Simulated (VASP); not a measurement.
Band structure of AuAl$_{2}$ (fluorite). Computed with PW91 GGA, VASP's PBE PAW potentials (set 64) (plane waves; VASP).

Unless said otherwise, spin-orbit coupling is left out, though it shifts the bands of the heavy elements here.

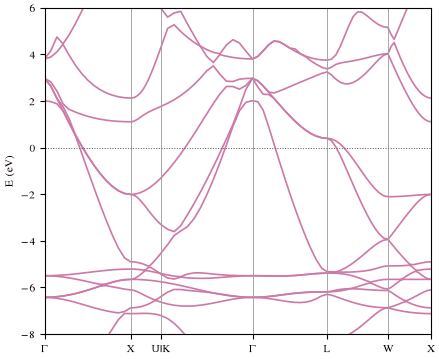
Bands along high-symmetry lines, zero at the valence-band maximum or, without a gap, the Fermi level

**Question.** Read the plot: is there a gap, and where are the band edges?

**Answer.** It has no gap at this level: it comes out as a metal or semimetal. (Edges off the drawn lines would not show.)

The compound is AuAl2 in the fluorite structure. It was relaxed first. The electron count is odd and the run is not spin-polarised, which forces a metal.
